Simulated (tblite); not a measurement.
**Run report: C₅H₁₀Si, geometry relaxation**

C₅H₁₀Si, SMILES C=C[SiH](C)C=C, computed with GFN2-xTB geometry optimisation, gas phase (tblite 0.8.0).

It belongs to a series of runs on one base structure; here: constitutional isomer.

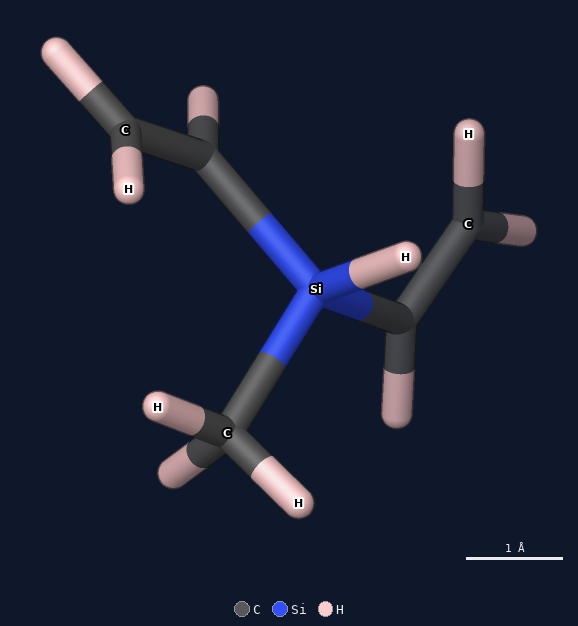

**Figure 1.** The structure as given in the input (stick view, seen at a tilt). Bond lengths as drawn: C–C 1.33 to 1.35 Å, C–H 1.08 to 1.13 Å, C–Si 1.84 to 1.88 Å and H–Si 1.47 Å.

Results in brief:

| quantity | value |
| --- | --- |
| outcome | converged |
| total energy | −474.3649 eV |
| hardware | 1 CPU thread, shared host |
| peak memory | 0.18 GiB |

The input:
```
{"job": {"kind": "relax", "xc": "GFN2-xTB", "basis": "xTB"}, "charge": 0, "multiplicity": 1}
C      2.324000    -0.901800     0.210300
C      1.045600    -0.938400    -0.214300
Si    -0.179500     0.152600     0.619600
C      0.503200     1.899800     0.673800
C     -1.823500     0.084000    -0.230800
C     -2.398800    -1.113600    -0.331100
H      3.094500    -1.528600    -0.246200
H      2.619200    -0.214400     1.032800
H      0.724500    -1.601100    -1.003800
H     -0.303600    -0.284600     2.022600
H      0.417700     2.346900    -0.328500
H     -0.078700     2.479500     1.449000
H      1.589400     1.884900     0.957500
H     -2.297800     0.987300    -0.655800
H     -3.357900    -1.273300    -0.806400
H     -1.886000    -1.970500     0.107300
```

The first line tells a small driver script what to run in tblite; the rest is the geometry in Å.

Run as:
```bash
OMP_NUM_THREADS=1 python <driver script> task.json out
```

Log:
```
step      E/eV     max force
  0    -474.06292    1.828
  1    -474.17583    1.131
  2    -474.22153    0.525
  3    -474.24118    0.414
  4    -474.26949    0.335
  5    -474.28031    0.327
  6    -474.29324    0.302
  7    -474.30230    0.321
  8    -474.31027    0.278
  9    -474.31598    0.204
 10    -474.32110    0.202
 11    -474.32715    0.234
 12    -474.33329    0.244
 13    -474.33796    0.208
 14    -474.34041    0.113
 15    -474.34201    0.154
 16    -474.34381    0.160
 17    -474.34568    0.127
 18    -474.34716    0.088
 19    -474.34815    0.069
 20    -474.34901    0.103
 21    -474.35003    0.129
 22    -474.35107    0.098
 23    -474.35182    0.064
 24    -474.35235    0.063
 25    -474.35294    0.084
 26    -474.35376    0.110
 27    -474.35471    0.099
 28    -474.35555    0.073
 29    -474.35622    0.068
 30    -474.35687    0.075
 31    -474.35755    0.069
 32    -474.35813    0.053
 33    -474.35853    0.055
 34    -474.35890    0.052
 35    -474.35936    0.068
 36    -474.35992    0.069
 37    -474.36036    0.045
 38    -474.36058    0.032
 39    -474.36070    0.029
 40    -474.36081    0.027
 41    -474.36093    0.030
 42    -474.36101    0.021
 43    -474.36107    0.020
 44    -474.36114    0.019
 45    -474.36125    0.031
 46    -474.36140    0.041
 47    -474.36152    0.030
 48    -474.36158    0.018
 49    -474.36162    0.015
 50    -474.36165    0.024
 51    -474.36171    0.034
 52    -474.36178    0.033
 53    -474.36186    0.029
 54    -474.36196    0.031
 55    -474.36209    0.030
 56    -474.36226    0.046
 57    -474.36243    0.042
 58    -474.36256    0.032
 59    -474.36268    0.027
 60    -474.36282    0.037
 61    -474.36299    0.047
 62    -474.36314    0.033
 63    -474.36320    0.016
 64    -474.36324    0.014
 65    -474.36327    0.027
 66    -474.36333    0.038
 67    -474.36342    0.039
 68    -474.36353    0.043
 69    -474.36361    0.026
 70    -474.36370    0.028
 71    -474.36384    0.030
 72    -474.36391    0.024
 73    -474.36397    0.021
 74    -474.36403    0.023
 75    -474.36411    0.032
 76    -474.36422    0.044
 77    -474.36439    0.044
 78    -474.36459    0.032
 79    -474.36474    0.024
 80    -474.36482    0.020
 81    -474.36483    0.019
 82    -474.36487    0.013
 83    -474.36489    0.011
 84    -474.36492    0.009
```

Trajectory as extended XYZ (Å, eV, eV/Å), 7 of the 85 frames kept, from step=0 to step=84:
```
16
Properties=species:S:1:pos:R:3:forces:R:3 step=0 energy=-474.06292
C     2.3240   -0.9018    0.2103   -0.6930  -0.0060  -0.2790
C     1.0456   -0.9384   -0.2143    1.7820  -0.2810   0.2950
Si   -0.1795    0.1526    0.6196   -0.1600   0.4830   0.9560
C     0.5032    1.8998    0.6738    0.3590   0.7150   0.5620
C    -1.8235    0.0840   -0.2308   -0.8330  -0.1170  -0.5230
C    -2.3988   -1.1136   -0.3311    0.0920   0.3690   0.0610
H     3.0945   -1.5286   -0.2462   -0.1990   0.3340   0.3360
H     2.6192   -0.2144    1.0328   -0.1460  -0.7740  -0.8450
H     0.7245   -1.6011   -1.0038    0.2540  -0.0940  -0.0560
H    -0.3036   -0.2846    2.0226   -0.1050  -0.1020   0.0630
H     0.4177    2.3469   -0.3285    0.0470   0.1640   0.6640
H    -0.0787    2.4795    1.4490    0.8380  -0.3150  -1.0770
H     1.5894    1.8849    0.9575   -1.1520   0.2250  -0.2230
H    -2.2978    0.9873   -0.6558    0.2060  -0.6770   0.2730
H    -3.3579   -1.2733   -0.8064    0.1260  -0.1050   0.0640
H    -1.8860   -1.9705    0.1073   -0.4170   0.1810  -0.2710
16
Properties=species:S:1:pos:R:3:forces:R:3 step=14 energy=-474.34041
C     2.3750   -0.9451    0.1875    0.0330   0.0240  -0.0130
C     1.1000   -0.9332   -0.1682    0.0490   0.0330  -0.0090
Si   -0.1721    0.1851    0.6760   -0.0430  -0.0420   0.0630
C     0.4898    1.9693    0.6935    0.0380   0.0160  -0.0450
C    -1.8310    0.0205   -0.2097   -0.0040   0.0000  -0.0750
C    -2.4532   -1.1398   -0.3479   -0.0010  -0.0180  -0.0010
H     3.1203   -1.5658   -0.2876   -0.0270  -0.0290   0.0130
H     2.7332   -0.3104    0.9831    0.0510  -0.0300  -0.0200
H     0.7822   -1.5909   -0.9685   -0.0290   0.0240   0.0080
H    -0.3600   -0.3001    2.0532    0.0220   0.0210   0.1090
H     0.4258    2.4274   -0.2880   -0.0610   0.0310  -0.0630
H    -0.0271    2.6167    1.3959   -0.0650  -0.0850  -0.0200
H     1.5400    1.9702    0.9662    0.0320  -0.0060   0.0580
H    -2.2986    0.9036   -0.6259    0.0000   0.0320  -0.0050
H    -3.4007   -1.2499   -0.8560    0.0200   0.0350   0.0170
H    -2.0313   -2.0484    0.0525   -0.0170  -0.0050  -0.0180
16
Properties=species:S:1:pos:R:3:forces:R:3 step=28 energy=-474.35555
C     2.4064   -0.9687    0.1773    0.0020   0.0230  -0.0070
C     1.1215   -0.9288   -0.1382   -0.0090  -0.0010  -0.0340
Si   -0.1642    0.1723    0.7111    0.0640  -0.0030   0.0270
C     0.4577    1.9710    0.6857   -0.0090  -0.0180  -0.0030
C    -1.8106    0.0099   -0.2045    0.0420   0.0220   0.0250
C    -2.4605   -1.1334   -0.3569    0.0440   0.0310  -0.0490
H     3.1155   -1.6086   -0.3266   -0.0090  -0.0080  -0.0200
H     2.8178   -0.3519    0.9591   -0.0030   0.0020   0.0500
H     0.7809   -1.5660   -0.9456   -0.0350  -0.0410   0.0110
H    -0.3356   -0.2472    2.1160    0.0020  -0.0310  -0.0130
H     0.3882    2.4088   -0.3063   -0.0040   0.0060   0.0140
H    -0.1052    2.5994    1.3700   -0.0010  -0.0020  -0.0370
H     1.5010    2.0085    0.9863   -0.0290   0.0330   0.0020
H    -2.2515    0.9098   -0.6179   -0.0210  -0.0180   0.0130
H    -3.4037   -1.2044   -0.8776   -0.0130  -0.0090  -0.0040
H    -2.0651   -2.0617    0.0241   -0.0200   0.0110   0.0250
16
Properties=species:S:1:pos:R:3:forces:R:3 step=42 energy=-474.36101
C     2.4134   -0.9885    0.1668    0.0010   0.0010  -0.0070
C     1.1239   -0.9486   -0.1303    0.0080   0.0120  -0.0050
Si   -0.1400    0.1621    0.7357   -0.0100   0.0060  -0.0180
C     0.4317    1.9760    0.6814   -0.0050   0.0030   0.0050
C    -1.7850    0.0204   -0.1844   -0.0070  -0.0080  -0.0050
C    -2.4435   -1.1138   -0.3630    0.0010  -0.0080  -0.0100
H     3.1145   -1.6245   -0.3534   -0.0050  -0.0130   0.0100
H     2.8329   -0.3791    0.9517   -0.0030   0.0010  -0.0100
H     0.7626   -1.5887   -0.9271    0.0060  -0.0010   0.0050
H    -0.3035   -0.2692    2.1362    0.0060  -0.0060   0.0100
H     0.3650    2.3864   -0.3227    0.0130  -0.0100   0.0060
H    -0.1762    2.5974    1.3319   -0.0100   0.0140  -0.0030
H     1.4627    2.0732    1.0066    0.0000  -0.0040   0.0030
H    -2.2155    0.9258   -0.5964    0.0000   0.0050   0.0090
H    -3.3795   -1.1702   -0.8996    0.0030   0.0020   0.0090
H    -2.0712   -2.0498    0.0227    0.0020   0.0050   0.0010
16
Properties=species:S:1:pos:R:3:forces:R:3 step=56 energy=-474.36226
C     2.4170   -0.9957    0.1598    0.0000   0.0050   0.0010
C     1.1275   -0.9476   -0.1355   -0.0140   0.0010  -0.0030
Si   -0.1352    0.1660    0.7299    0.0020  -0.0160   0.0430
C     0.4230    1.9832    0.6842    0.0120  -0.0010   0.0050
C    -1.7859    0.0238   -0.1782    0.0000   0.0110  -0.0010
C    -2.4398   -1.1115   -0.3639    0.0030   0.0000  -0.0100
H     3.1086   -1.6543   -0.3445    0.0010   0.0030  -0.0110
H     2.8463   -0.3723    0.9278   -0.0050   0.0000   0.0060
H     0.7593   -1.6011   -0.9183    0.0010  -0.0040   0.0040
H    -0.2830   -0.2778    2.1315   -0.0040   0.0150  -0.0290
H     0.3997    2.3786   -0.3273    0.0090   0.0110  -0.0070
H    -0.2157    2.6107    1.2992   -0.0020  -0.0110  -0.0100
H     1.4385    2.0881    1.0527    0.0030   0.0080   0.0070
H    -2.2282    0.9299   -0.5759    0.0160   0.0160   0.0060
H    -3.3781   -1.1617   -0.8948   -0.0300  -0.0230  -0.0010
H    -2.0616   -2.0493    0.0093    0.0070  -0.0170   0.0010
16
Properties=species:S:1:pos:R:3:forces:R:3 step=70 energy=-474.36370
C     2.4154   -1.0005    0.1450    0.0000  -0.0010  -0.0030
C     1.1225   -0.9588   -0.1364    0.0040   0.0050   0.0070
Si   -0.1292    0.1679    0.7260    0.0000   0.0140  -0.0050
C     0.4252    1.9874    0.6844    0.0040   0.0010   0.0040
C    -1.7864    0.0267   -0.1709   -0.0070  -0.0010   0.0140
C    -2.4320   -1.1118   -0.3677   -0.0010   0.0050  -0.0030
H     3.1016   -1.6676   -0.3557    0.0010   0.0070  -0.0060
H     2.8524   -0.3633    0.8974   -0.0040  -0.0020  -0.0030
H     0.7449   -1.6271   -0.9020    0.0040   0.0040   0.0040
H    -0.2802   -0.2649    2.1284   -0.0030  -0.0040   0.0110
H     0.4939    2.3662   -0.3315   -0.0010  -0.0130  -0.0070
H    -0.2736    2.6186    1.2253   -0.0130   0.0050  -0.0050
H     1.3990    2.1136    1.1458    0.0230  -0.0150   0.0040
H    -2.2441    0.9401   -0.5330   -0.0070  -0.0030   0.0000
H    -3.3865   -1.1637   -0.8706    0.0090  -0.0110  -0.0100
H    -2.0306   -2.0539   -0.0285   -0.0080   0.0080  -0.0010
16
Properties=species:S:1:pos:R:3:forces:R:3 step=84 energy=-474.36492
C     2.4086   -0.9870    0.1353   -0.0040   0.0030   0.0000
C     1.1114   -0.9551   -0.1267   -0.0040  -0.0020   0.0000
Si   -0.1396    0.1683    0.7418    0.0000  -0.0020   0.0090
C     0.4385    1.9792    0.6851    0.0010   0.0040  -0.0010
C    -1.7978    0.0282   -0.1548    0.0020  -0.0010   0.0000
C    -2.4268   -1.1158   -0.3730    0.0010  -0.0010  -0.0010
H     3.0928   -1.6453   -0.3799   -0.0020   0.0020   0.0020
H     2.8517   -0.3501    0.8841   -0.0020   0.0030  -0.0010
H     0.7301   -1.6235   -0.8902   -0.0010  -0.0040   0.0010
H    -0.2974   -0.2618    2.1449    0.0070   0.0030  -0.0010
H     0.5653    2.3230   -0.3378    0.0020   0.0050  -0.0010
H    -0.2778    2.6372    1.1684    0.0040  -0.0030   0.0000
H     1.3907    2.1030    1.1916   -0.0060  -0.0040  -0.0020
H    -2.2665    0.9407   -0.5047    0.0040  -0.0020   0.0040
H    -3.3771   -1.1756   -0.8827    0.0010   0.0010  -0.0030
H    -2.0137   -2.0565   -0.0452   -0.0030  -0.0040  -0.0030
```

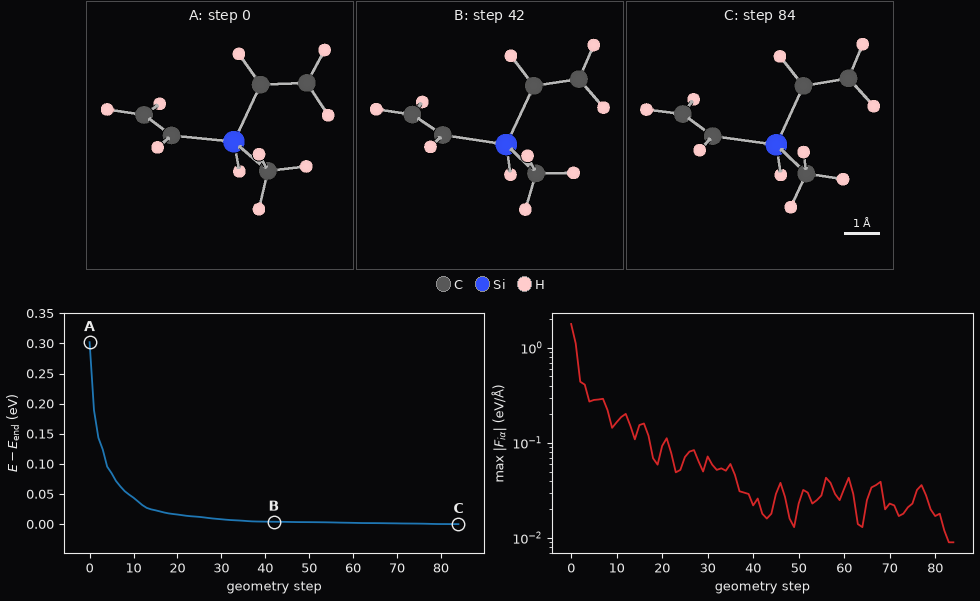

**Figure 2.** Frames of the relaxation (ball-and-stick view, seen at an oblique angle) above the curves, on which the letters mark them (steps are counted from 0).

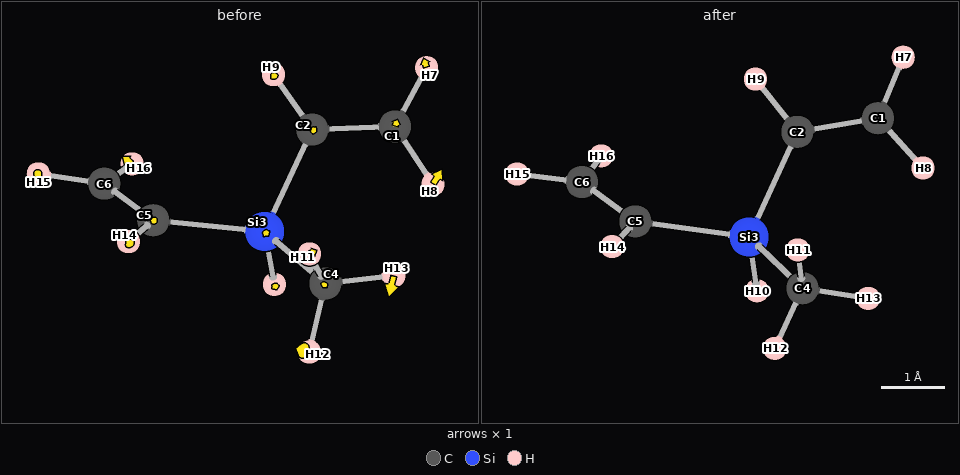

**Figure 3.** Before (left) and after (right) the relaxation, at one scale (ball-and-stick view, seen at an oblique angle). The yellow arrows give the displacements, at true length. After 84 geometry steps the energy has fallen by 0.302 eV. The largest force component goes from 1.8 to 0.009 eV/Å. The largest moves after the best rigid fit, 0.38 Å, are those of H12 and H13. By element the largest moves are H 0.38 Å, C 0.14 Å, Si 0.13 Å. Among the contacts that change: C2–Si3 1.840 → 1.892 Å, C4–H12 1.129 → 1.086 Å, Si3–C5 1.852 → 1.890 Å, C4–H13 1.123 → 1.086 Å. Among the angles that change: Si3–C5–C6 116.8° → 124.0°, C1–C2–Si3 118.2° → 124.8°, H11–C4–H12 112.1° → 107.7°. (Atoms are counted from 1 in the order of the input.)
